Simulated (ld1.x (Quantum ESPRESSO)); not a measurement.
# In: a TM potential and its near relatives

One potential is built and tested. Then a few of its settings are changed, to learn what that costs or gains.

Program: ld1.x (Quantum ESPRESSO) 7.5. Reference atom: PW91, scalar-relativistic, spherical and spin-unpolarised. All values are calculated.

### Step 1. Starting point

Typed settings, in words:

```json
{
 "element": "indium (In, Z = 49)",
 "type": "norm-conserving Troullier–Martins (Kleinman–Bylander form)",
 "frozen core": "[Kr] 4d10",
 "valence charge": "3",
 "reference configuration": "5s2 5p1",
 "partial waves": "5s (bound): rc 1.90 bohr; 5p (bound): rc 3.10 bohr; 5d channel at 0.45 Ry: rc 3.30 bohr",
 "local potential": "all-electron potential smoothed inside 2.90 bohr (lloc = -1)",
 "core correction": "Bessel-smoothed model core inside 2.06 bohr"
}
```

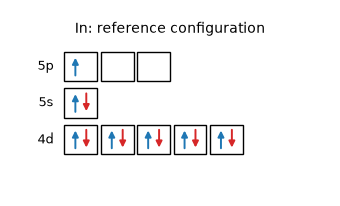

The outer shells as boxes. The arrows follow Hund's rule for the drawing; the calculation itself is spin-unpolarised.

The nodes and maxima of the atom's own shells, from an earlier all-electron run, set the scale for the radii.

All-electron outer shells of the reference configuration (PW91, scalar-relativistic, ld1.x):

```tsv
shell	level (eV)	outermost node (bohr)	outermost maximum (bohr)
4p	-78.17	0.42	0.82
4d	-18.67	0.40	0.94
5s	-8.29	1.02	2.16
5p	-2.56	1.14	2.85
```

### Step 2. Generation of the first potential

In.in reads:

```
 &input
   title='In', zed=49., rel=1, dft='PW91', iswitch=3,
   config='[Kr] 4d10 5s2 5p1 5d-2',
   nld=3, rlderiv=3.60, eminld=-3.0, emaxld=5.0, deld=0.02
 /
 &inputp
   pseudotype=2, tm=.true., lloc=-1, rcloc=2.90,
   nlcc=.true., new_core_ps=.true., rcore=2.06,
   file_pseudopw='In.UPF', file_wfcaegen='ae.wfc', file_wfcncgen='nc.wfc', file_beta='beta', file_chi='chi'
 /
3
5S  1  0   2.00   0.00  1.90  1.90  0.0
5P  2  1   1.00   0.00  3.10  3.10  0.0
5D  3  2  -2.00   0.45  3.30  3.30  0.0
 &test
   configts(1)='5s2 5p1'
 /
```

Command:

```bash
$ ld1.x < In.in > In.out
```

Output in In.out (without the banner and most projector matrices):

```text
     Program LD1 v.7.5
     --------------------------- All-electron run ----------------------------

     In
     scalar relativistic calculation

     atomic number is 49.00
     dft =PW91   lsd =0 sic =0 latt =0  beta=0.20 tr2=1.0E-14
     Exchange-correlation= PW91
                           (   1   4   2   2   0   0   0)
     mesh =1241 r(mesh) = 100.30140 a.u. xmin = -7.00 dx = 0.01250
     1 Ry =  13.60569312 eV, c = 137.03599908

     n l     nl                  e(Ry)          e(Ha)          e(eV)
     1 0     1S 1( 2.00)     -2040.1649     -1020.0824    -27757.8574
     2 0     2S 1( 2.00)      -305.4794      -152.7397     -4156.2592
     2 1     2P 1( 6.00)      -274.2053      -137.1026     -3730.7531
     3 0     3S 1( 2.00)       -57.9643       -28.9822      -788.6448
     3 1     3P 1( 6.00)       -47.7230       -23.8615      -649.3046
     4 0     4S 1( 2.00)        -8.7977        -4.3989      -119.6991
     4 1     4P 1( 6.00)        -5.7454        -2.8727       -78.1705
     3 2     3D 1(10.00)       -31.8172       -15.9086      -432.8953
     4 2     4D 1(10.00)        -1.3719        -0.6860       -18.6662
     5 0     5S 1( 2.00)        -0.6090        -0.3045        -8.2857
     5 1     5P 1( 1.00)        -0.1880        -0.0940        -2.5583

     final scf error:  8.0E-15 reached in  34 iterations

     Etot =  -11765.041661 Ry,   -5882.520831 Ha, -160071.546420 eV

     Ekin =   12262.808525 Ry,    6131.404263 Ha,  166844.009622 eV
     Encl =  -28445.380402 Ry,  -14222.690201 Ha, -387019.116523 eV
     Eh   =    4738.312086 Ry,    2369.156043 Ha,   64468.020159 eV
     Exc  =    -320.781870 Ry,    -160.390935 Ha,   -4364.459677 eV

     normalization and overlap integrals

     s(1S/1S) =  1.000000  <r> =   0.0297  <r2> =    0.0012  r(max) =   0.0192
     s(2S/2S) =  1.000000  <r> =   0.1285  <r2> =    0.0195  r(max) =   0.1090
     s(2P/2P) =  1.000000  <r> =   0.1122  <r2> =    0.0154  r(max) =   0.0870
     s(3S/3S) =  1.000000  <r> =   0.3486  <r2> =    0.1390  r(max) =   0.3153
     s(3P/3P) =  1.000000  <r> =   0.3472  <r2> =    0.1399  r(max) =   0.3075
     s(4S/4S) =  1.000000  <r> =   0.8478  <r2> =    0.8139  r(max) =   0.7658
     s(4P/4P) =  1.000000  <r> =   0.9216  <r2> =    0.9722  r(max) =   0.8152
     s(3D/3D) =  1.000000  <r> =   0.3243  <r2> =    0.1250  r(max) =   0.2581
     s(4D/4D) =  1.000000  <r> =   1.1831  <r2> =    1.6840  r(max) =   0.9354
     s(5S/5S) =  1.000000  <r> =   2.6028  <r2> =    7.7874  r(max) =   2.1612
     s(5P/5P) =  1.000000  <r> =   3.7397  <r2> =   16.6823  r(max) =   2.8453

     ------------------------ End of All-electron run ------------------------

     --------------------- Generating NC pseudopotential ---------------------

      Generating local potential from pseudized AE potential:
      Matching radius rcloc =   2.9000

      Local pseudo, rcloc= 2.881 Estimated cut-off energy=     2.95 Ry

      Computing core charge for nlcc:

       r > 2.08 : true rho core
      Core charge pseudized with two Bessel functions
      Integrated core pseudo-charge :   8.88

      Wfc   5S  rcut= 1.884  Using Troullier-Martins method

      Wfc   5P  rcut= 3.106  Using Troullier-Martins method

      Wfc   5D  rcut= 3.265  Using Troullier-Martins method

     ------------------- End of pseudopotential generation -------------------

     [... the all-electron block is printed once more ...]


     Computing logarithmic derivative in   3.58568
     Computing logarithmic derivative in   3.58568
     Computing the partial wave expansion
     R is outside the sphere for l=    0 j= 0.00
     R is outside the sphere for l=    1 j= 0.00
     R is outside the sphere for l=    2 j= 0.00

     ---------------------- Testing the pseudopotential ----------------------

     In
     scalar relativistic calculation

     atomic number is 49.00   valence charge is  3.00
     dft =PW91   lsd =0 sic =0 latt =0  beta=0.20 tr2=1.0E-14
     mesh =1241 r(mesh) = 100.30140 xmin = -7.00 dx = 0.01250

     n l     nl             e AE (Ry)        e PS (Ry)    De AE-PS (Ry)
     1 0     5S   1( 2.00)       -0.60898       -0.60899        0.00000
     2 1     5P   1( 1.00)       -0.18803       -0.18803        0.00000

     eps = 2.5E-15  iter =  4

     Etot =  -11765.041661 Ry,   -5882.520831 Ha, -160071.546420 eV
     Etotps =   -14.399442 Ry,      -7.199721 Ha,    -195.914383 eV

     Ekin =       1.231237 Ry,       0.615619 Ha,      16.751835 eV
     Encl =      -6.748262 Ry,      -3.374131 Ha,     -91.814776 eV
     Ehrt =       2.754940 Ry,       1.377470 Ha,      37.482870 eV
     Ecxc =     -12.166409 Ry,      -6.083205 Ha,    -165.532431 eV
     (Ecc =     -10.433816 Ry,      -5.216908 Ha,    -141.959297 eV)
     Epseu=       0.529052 Ry,       0.264526 Ha,       7.198119 eV

     ---------------------- End of pseudopotential test ----------------------
```

Wall time 1.3 s (1 thread, shared host). (Generation and the later configuration tests together.)

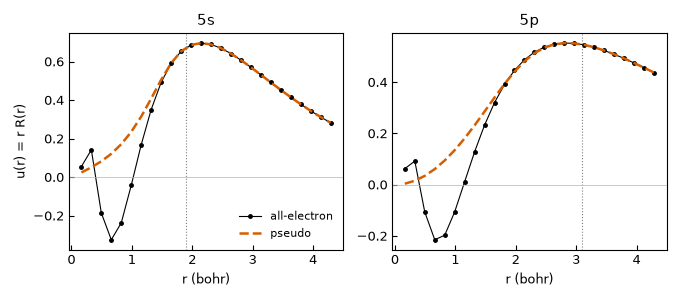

Bound waves of the atom and their pseudo partners (5s, 5p), with the matching radii dotted. The curves join 26 sampled radii, too few to resolve the innermost nodes.

### Step 3. Transferability test

In.test.in reads:

```
 &input
   title='In', zed=49., rel=1, dft='PW91', iswitch=2,
   config='[Kr] 4d10 5s2 5p1 5d-2'
 /
 &test
   file_pseudo='In.UPF', nconf=8,
   configts(1)='5s2 5p1',
   configts(2)='5s2 5p0',
   configts(3)='5s1 5p0',
   configts(4)='5s2 5p0.5',
   configts(5)='5s1 5p1',
   configts(6)='5s2 5p1.3',
   configts(7)='5s1 5p2',
   configts(8)='5s0 5p3'
 /
```

Command:

```bash
$ ld1.x < In.test.in > In.test.out
```

In.test.out, the pseudopotential blocks:

```text
     ---------------------- Testing the pseudopotential ----------------------

     In
     scalar relativistic calculation

     atomic number is 49.00   valence charge is  3.00
     dft =PW91   lsd =0 sic =0 latt =0  beta=0.20 tr2=1.0E-14
     mesh =1241 r(mesh) = 100.30140 xmin = -7.00 dx = 0.01250

     n l     nl             e AE (Ry)        e PS (Ry)    De AE-PS (Ry)
     1 0     5S   1( 2.00)       -0.60898       -0.60899        0.00000
     2 1     5P   1( 1.00)       -0.18803       -0.18803        0.00000

     eps = 4.5E-15  iter =  4

     Etot =  -11765.041661 Ry,   -5882.520831 Ha, -160071.546420 eV
     Etotps =   -14.399442 Ry,      -7.199721 Ha,    -195.914385 eV

     Ekin =       1.231237 Ry,       0.615619 Ha,      16.751833 eV
     Encl =      -6.748262 Ry,      -3.374131 Ha,     -91.814777 eV
     Ehrt =       2.754940 Ry,       1.377470 Ha,      37.482871 eV
     Ecxc =     -12.166409 Ry,      -6.083205 Ha,    -165.532431 eV
     (Ecc =     -10.433816 Ry,      -5.216908 Ha,    -141.959297 eV)
     Epseu=       0.529052 Ry,       0.264526 Ha,       7.198120 eV

     ---------------------- End of pseudopotential test ----------------------

     ---------------------- Testing the pseudopotential ----------------------

     In
     scalar relativistic calculation

     atomic number is 49.00   valence charge is  3.00
     dft =PW91   lsd =0 sic =0 latt =0  beta=0.20 tr2=1.0E-14
     mesh =1241 r(mesh) = 100.30140 xmin = -7.00 dx = 0.01250

     n l     nl             e AE (Ry)        e PS (Ry)    De AE-PS (Ry)
     1 0     5S   1( 2.00)       -1.10355       -1.10902        0.00547  !
     2 1     5P   1( 0.00)       -0.62505       -0.62862        0.00357

     eps = 6.2E-15  iter =  9

     Etot =  -11764.643350 Ry,   -5882.321675 Ha, -160066.127123 eV
     Etotps =   -13.999826 Ry,      -6.999913 Ha,    -190.477340 eV
     dEtot_ae =       0.398311 Ry
     dEtot_ps =       0.399615 Ry,   Delta E=      -0.001304 Ry

     Ekin =       0.904814 Ry,       0.452407 Ha,      12.310628 eV
     Encl =      -5.052982 Ry,      -2.526491 Ha,     -68.749319 eV
     Ehrt =       1.454434 Ry,       0.727217 Ha,      19.788589 eV
     Ecxc =     -11.798037 Ry,      -5.899019 Ha,    -160.520471 eV
     (Ecc =     -10.433816 Ry,      -5.216908 Ha,    -141.959297 eV)
     Epseu=       0.491944 Ry,       0.245972 Ha,       6.693233 eV

     ---------------------- End of pseudopotential test ----------------------

     ---------------------- Testing the pseudopotential ----------------------

     In
     scalar relativistic calculation

     atomic number is 49.00   valence charge is  3.00
     dft =PW91   lsd =0 sic =0 latt =0  beta=0.20 tr2=1.0E-14
     mesh =1241 r(mesh) = 100.30140 xmin = -7.00 dx = 0.01250

     n l     nl             e AE (Ry)        e PS (Ry)    De AE-PS (Ry)
     1 0     5S   1( 1.00)       -1.74602       -1.77296        0.02694  !
     2 1     5P   1( 0.00)       -1.19735       -1.21781        0.02046  !

     eps = 7.9E-15  iter =  9

     Etot =  -11763.223053 Ry,   -5881.611526 Ha, -160046.802993 eV
     Etotps =   -12.564092 Ry,      -6.282046 Ha,    -170.943179 eV
     dEtot_ae =       1.818608 Ry
     dEtot_ps =       1.835350 Ry,   Delta E=      -0.016741 Ry

     Ekin =       0.520898 Ry,       0.260449 Ha,       7.087183 eV
     Encl =      -2.632601 Ry,      -1.316301 Ha,     -35.818367 eV
     Ehrt =       0.386388 Ry,       0.193194 Ha,       5.257078 eV
     Ecxc =     -11.147148 Ry,      -5.573574 Ha,    -151.664679 eV
     (Ecc =     -10.433816 Ry,      -5.216908 Ha,    -141.959297 eV)
     Epseu=       0.308371 Ry,       0.154186 Ha,       4.195606 eV

     ---------------------- End of pseudopotential test ----------------------

     ---------------------- Testing the pseudopotential ----------------------

     In
     scalar relativistic calculation

     atomic number is 49.00   valence charge is  3.00
     dft =PW91   lsd =0 sic =0 latt =0  beta=0.20 tr2=1.0E-14
     mesh =1241 r(mesh) = 100.30140 xmin = -7.00 dx = 0.01250

     n l     nl             e AE (Ry)        e PS (Ry)    De AE-PS (Ry)
     1 0     5S   1( 2.00)       -0.84371       -0.84536        0.00165
     2 1     5P   1( 0.50)       -0.39435       -0.39527        0.00093

     eps = 7.7E-15  iter =  9

     Etot =  -11764.897297 Ry,   -5882.448648 Ha, -160069.582240 eV
     Etotps =   -14.254863 Ry,      -7.127432 Ha,    -193.947294 eV
     dEtot_ae =       0.144365 Ry
     dEtot_ps =       0.144579 Ry,   Delta E=      -0.000214 Ry

     Ekin =       1.099611 Ry,       0.549806 Ha,      14.960971 eV
     Encl =      -5.958670 Ry,      -2.979335 Ha,     -81.071840 eV
     Ehrt =       2.083533 Ry,       1.041766 Ha,      28.347907 eV
     Ecxc =     -11.997567 Ry,      -5.998783 Ha,    -163.235212 eV
     (Ecc =     -10.433816 Ry,      -5.216908 Ha,    -141.959297 eV)
     Epseu=       0.518230 Ry,       0.259115 Ha,       7.050881 eV

     ---------------------- End of pseudopotential test ----------------------

     ---------------------- Testing the pseudopotential ----------------------

     In
     scalar relativistic calculation

     atomic number is 49.00   valence charge is  3.00
     dft =PW91   lsd =0 sic =0 latt =0  beta=0.20 tr2=1.0E-14
     mesh =1241 r(mesh) = 100.30140 xmin = -7.00 dx = 0.01250

     n l     nl             e AE (Ry)        e PS (Ry)    De AE-PS (Ry)
     1 0     5S   1( 1.00)       -1.17608       -1.18586        0.00979  !
     2 1     5P   1( 1.00)       -0.68157       -0.68749        0.00592  !

     eps = 4.0E-15  iter = 10

     Etot =  -11764.156637 Ry,   -5882.078319 Ha, -160059.505058 eV
     Etotps =   -13.510166 Ry,      -6.755083 Ha,    -183.815167 eV
     dEtot_ae =       0.885024 Ry
     dEtot_ps =       0.889276 Ry,   Delta E=      -0.004252 Ry

     Ekin =       1.063853 Ry,       0.531926 Ha,      14.474452 eV
     Encl =      -4.689156 Ry,      -2.344578 Ha,     -63.799214 eV
     Ehrt =       1.306652 Ry,       0.653326 Ha,      17.777907 eV
     Ecxc =     -11.620422 Ry,      -5.810211 Ha,    -158.103898 eV
     (Ecc =     -10.433816 Ry,      -5.216908 Ha,    -141.959297 eV)
     Epseu=       0.428908 Ry,       0.214454 Ha,       5.835586 eV

     ---------------------- End of pseudopotential test ----------------------

     ---------------------- Testing the pseudopotential ----------------------

     In
     scalar relativistic calculation

     atomic number is 49.00   valence charge is  3.00
     dft =PW91   lsd =0 sic =0 latt =0  beta=0.20 tr2=1.0E-14
     mesh =1241 r(mesh) = 100.30140 xmin = -7.00 dx = 0.01250

     n l     nl             e AE (Ry)        e PS (Ry)    De AE-PS (Ry)
     1 0     5S   1( 2.00)       -0.48523       -0.48494       -0.00029
     2 1     5P   1( 1.30)       -0.08025       -0.08017       -0.00008

     eps = 6.4E-15  iter = 10

     Etot =  -11765.081527 Ry,   -5882.540763 Ha, -160072.088823 eV
     Etotps =   -14.439300 Ry,      -7.219650 Ha,    -196.456687 eV
     dEtot_ae =      -0.039866 Ry
     dEtot_ps =      -0.039858 Ry,   Delta E=      -0.000007 Ry

     Ekin =       1.278575 Ry,       0.639288 Ha,      17.395904 eV
     Encl =      -7.150140 Ry,      -3.575070 Ha,     -97.282613 eV
     Ehrt =       3.150716 Ry,       1.575358 Ha,      42.867674 eV
     Ecxc =     -12.248569 Ry,      -6.124285 Ha,    -166.650275 eV
     (Ecc =     -10.433816 Ry,      -5.216908 Ha,    -141.959297 eV)
     Epseu=       0.530118 Ry,       0.265059 Ha,       7.212623 eV

     ---------------------- End of pseudopotential test ----------------------

     ---------------------- Testing the pseudopotential ----------------------

     In
     scalar relativistic calculation

     atomic number is 49.00   valence charge is  3.00
     dft =PW91   lsd =0 sic =0 latt =0  beta=0.20 tr2=1.0E-14
     mesh =1241 r(mesh) = 100.30140 xmin = -7.00 dx = 0.01250

     n l     nl             e AE (Ry)        e PS (Ry)    De AE-PS (Ry)
     1 0     5S   1( 1.00)       -0.68159       -0.68490        0.00331
     2 1     5P   1( 2.00)       -0.23973       -0.24065        0.00091

     eps = 8.2E-15  iter = 11

     Etot =  -11764.609967 Ry,   -5882.304983 Ha, -160065.672917 eV
     Etotps =   -13.966458 Ry,      -6.983229 Ha,    -190.023346 eV
     dEtot_ae =       0.431694 Ry
     dEtot_ps =       0.432983 Ry,   Delta E=      -0.001289 Ry

     Ekin =       1.369790 Ry,       0.684895 Ha,      18.636937 eV
     Encl =      -6.370013 Ry,      -3.185006 Ha,     -86.668438 eV
     Ehrt =       2.562598 Ry,       1.281299 Ha,      34.865921 eV
     Ecxc =     -11.998989 Ry,      -5.999494 Ha,    -163.254556 eV
     (Ecc =     -10.433816 Ry,      -5.216908 Ha,    -141.959297 eV)
     Epseu=       0.470155 Ry,       0.235078 Ha,       6.396789 eV

     ---------------------- End of pseudopotential test ----------------------

     ---------------------- Testing the pseudopotential ----------------------

     In
     scalar relativistic calculation

     atomic number is 49.00   valence charge is  3.00
     dft =PW91   lsd =0 sic =0 latt =0  beta=0.20 tr2=1.0E-14
     mesh =1241 r(mesh) = 100.30140 xmin = -7.00 dx = 0.01250

     n l     nl             e AE (Ry)        e PS (Ry)    De AE-PS (Ry)
     1 0     5S   1( 0.00)       -0.74496       -0.75106        0.00610  !
     2 1     5P   1( 3.00)       -0.28507       -0.28681        0.00174

     eps = 9.9E-16  iter = 12

     Etot =  -11764.158970 Ry,   -5882.079485 Ha, -160059.536800 eV
     Etotps =   -13.511995 Ry,      -6.755997 Ha,    -183.840055 eV
     dEtot_ae =       0.882691 Ry
     dEtot_ps =       0.887447 Ry,   Delta E=      -0.004756 Ry

     Ekin =       1.540928 Ry,       0.770464 Ha,      20.965392 eV
     Encl =      -6.032208 Ry,      -3.016104 Ha,     -82.072369 eV
     Ehrt =       2.423112 Ry,       1.211556 Ha,      32.968114 eV
     Ecxc =     -11.851063 Ry,      -5.925531 Ha,    -161.241926 eV
     (Ecc =     -10.433816 Ry,      -5.216908 Ha,    -141.959297 eV)
     Epseu=       0.407236 Ry,       0.203618 Ha,       5.540734 eV

     ---------------------- End of pseudopotential test ----------------------
```

Energies count from the reference configuration 5s2 5p1; the error is all-electron less pseudo.

```tsv
valence configuration	charge	ΔE all-electron (eV)	error AE − PS (meV)
5s2 5p0	+1	5.419	-18
5s1 5p0	+2	24.743	-228
5s2 5p0.5	+0.5	1.964	-2.9
5s1 5p1	+1	12.041	-58
5s2 5p1.3	-0.3	-0.542	-0.1
5s1 5p2	0	5.873	-18
5s0 5p3	0	12.010	-65
```

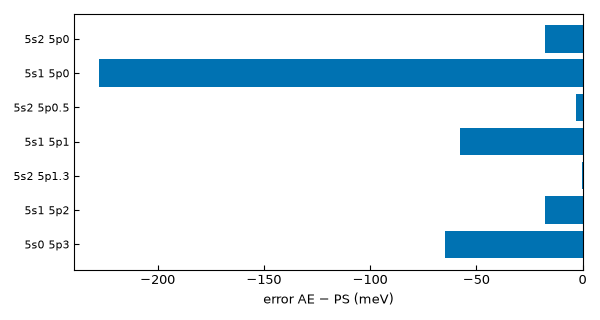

Error of the potential in each test configuration.

### Step 4. Scattering by logarithmic derivatives

Taken from the files of the generation run. The phase is arctan(r·u′/u) with u = r·R, unwrapped, with energies in Ry. A pole is an energy at which the radial function vanishes at the test radius. The pseudo phase is shifted by a multiple of π to meet the all-electron one at the reference energy. Levels narrower than the energy grid can be missing from the poles. The last column is the largest difference on the grid between −1 and +1 Ry.

| channel | radius (bohr) | reference (Ry) | poles AE | poles PS | window around the reference with phases within 0.05 rad (Ry) | largest difference near zero (rad) |
| --- | --- | --- | --- | --- | --- | --- |
| s | 3.59 | -0.61 | -0.26, 3.63 | -0.26, 3.31 | below 1.3 | 0.006 |
| p | 3.59 | -0.19 | 0.52, 4.57 | 0.51, 3.60 | below 1.5 | 0.008 |
| d | 3.59 | 0.45 | -1.36, 1.90 | 1.68, 4.76 | -1.3 to 1.8 | 0.020 |

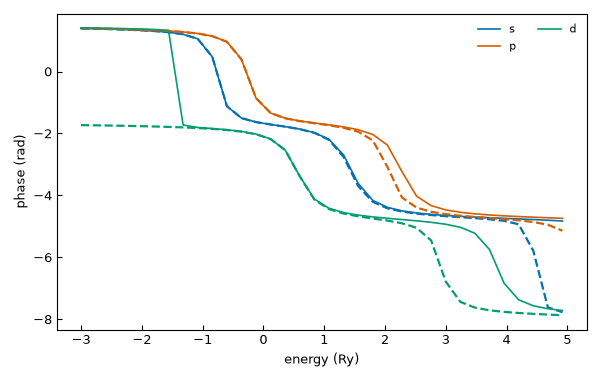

Phases by channel: all-electron solid, pseudo dashed.

[end of part 1 of 2]
